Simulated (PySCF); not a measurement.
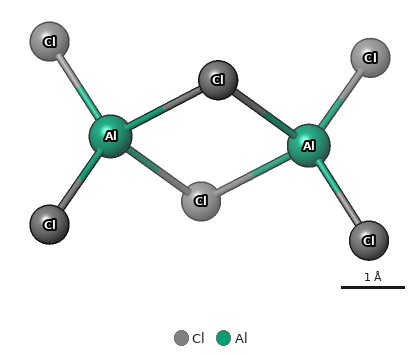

Figure 1. The structure as given in the input (ball-and-stick view, seen at a tilt). Sticks mark near contacts. Bond lengths as drawn: Al–Cl 2.08 to 2.28 Å.

# NMR shielding calculation of Al₂Cl₆

The run: NMR shielding calculation of Al₂Cl₆. Method and program: GIAO PBE0/pcSseg-1 NMR shielding, non-relativistic, gas phase (PySCF 2.14.0).

The geometry comes from this level: PBE0-D3(BJ)/def2-SVP. Figures and captions count atoms from 1; the log counts them from 0 in places.

### The input
```
{"job": {"kind": "nmr", "xc": "PBE0", "basis": "pcSseg-1"}, "charge": 0, "multiplicity": 1}
Cl    -1.748615    -2.643995     0.077304
Al    -1.495398    -0.577296     0.047442
Cl    -3.074505     0.778097     0.083066
Cl    -0.051321    -0.010283    -1.618539
Al     1.477654     0.589632    -0.038869
Cl     1.743454     2.654689    -0.071239
Cl     3.048504    -0.775103    -0.071776
Cl     0.030595     0.030302     1.627043
```

The first line tells a small driver script what to run in PySCF; the rest is the geometry in Å.

### The program's output
```
coarse grid: 12992 points
cycle   1  E = -3245.1330930100  dE =  7.998e-01  |g| = 5.355e-01  |ddm| = 3.017e+00
cycle   2  E = -3245.0954547230  dE =  3.764e-02  |g| = 6.909e-01  |ddm| = 1.535e+00
cycle   3  E = -3245.2199348082  dE = -1.245e-01  |g| = 4.091e-02  |ddm| = 8.350e-01
cycle   4  E = -3245.2202475155  dE = -3.127e-04  |g| = 1.657e-02  |ddm| = 5.571e-02
cycle   5  E = -3245.2203100914  dE = -6.258e-05  |g| = 1.714e-03  |ddm| = 1.923e-02
cycle   6  E = -3245.2203105762  dE = -4.847e-07  |g| = 6.911e-04  |ddm| = 2.365e-03
final grid: 94256 points
cycle   7  E = -3245.2590203526  dE = -4.039e-05  |g| = 5.658e-03  |ddm| = 1.296e-02
cycle   8  E = -3245.2590213122  dE = -9.595e-07  |g| = 3.075e-03  |ddm| = 5.624e-03
cycle   9  E = -3245.2590224148  dE = -1.103e-06  |g| = 6.410e-04  |ddm| = 3.142e-03
cycle  10  E = -3245.2590225189  dE = -1.041e-07  |g| = 1.113e-04  |ddm| = 8.067e-04
cycle  11  E = -3245.2590225219  dE = -3.063e-09  |g| = 1.961e-05  |ddm| = 1.370e-04
cycle  12  E = -3245.2590225220  dE = -7.276e-11  |g| = 5.488e-06  |ddm| = 2.479e-05
```

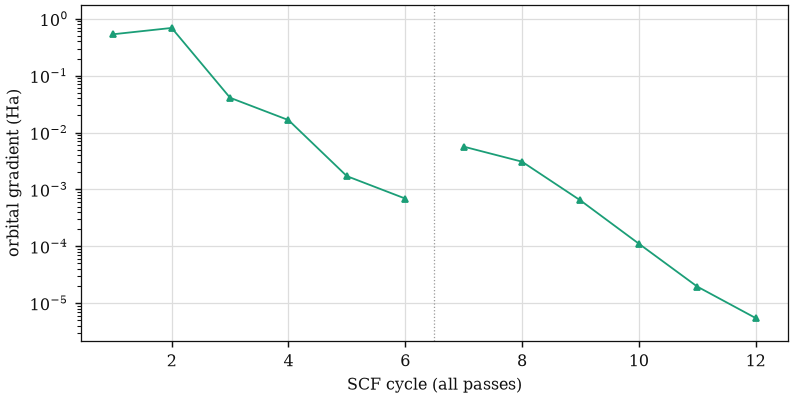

Figure 2. Convergence of the self-consistent field: orbital gradient against the SCF cycle. The dotted line marks the change from a coarse to the final integration grid. The first 6 cycles use a coarse grid, the final grid takes over at cycle 7, and the field converges after 12 cycles in all.

```
converged SCF energy = -3245.2590225220

GIAO shielding tensors (ppm)
atom      isotropic    diamagn.    paramagn.     s11        s22        s33       span
  0 Cl     917.418    1147.889    -230.471    859.476    859.838   1032.941    173.465
  1 Al     458.652     794.078    -335.425    388.463    420.797    566.697    178.234
  2 Cl     916.152    1147.893    -231.741    858.179    859.170   1031.107    172.929
  3 Cl     814.833    1151.475    -336.642    731.092    851.121    862.286    131.194
  4 Al     458.645     794.088    -335.443    388.453    420.787    566.693    178.239
  5 Cl     917.614    1147.875    -230.261    859.731    859.889   1033.223    173.492
  6 Cl     915.996    1147.928    -231.932    858.010    859.186   1030.792    172.781
  7 Cl     814.827    1151.459    -336.632    731.092    851.104    862.286    131.194
```

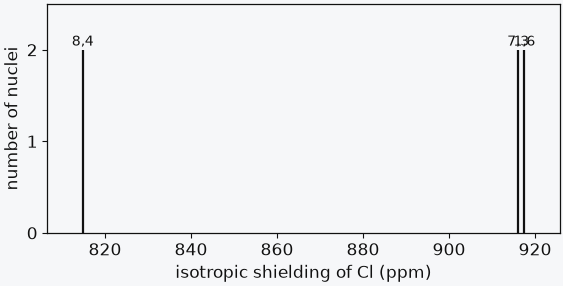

Figure 3. Isotropic shieldings of the chlorine nuclei in this fixed geometry, labelled by atom number; shielding grows to the right, so chemical shift grows to the left. The least shielded is Cl8 (814.8 ppm), the most shielded Cl6 (917.6 ppm).

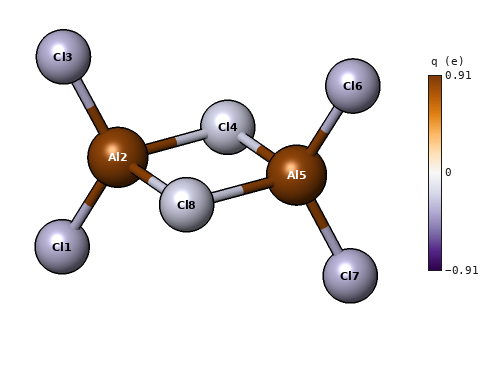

Figure 4. IAO charges, as the colour of each atom (ball-and-stick view, seen at a tilt; atoms are numbered from 1 in the order of the input). By element: Cl −0.33 to −0.21 and Al +0.87 e.

### Summary

| quantity | value |
| --- | --- |
| outcome | converged |
| total energy | −3245.259023 hartree |
| HOMO | −9.66 eV |
| LUMO | −1.21 eV |
| dipole moment | 0.01 D |
| isotropic shielding, Cl | 814.8 to 917.6 ppm |
| isotropic shielding, Al | 458.6 ppm |
| hardware | 1 CPU thread, shared host |
| wall time | 29 s |
| peak memory | 1.1 GiB |
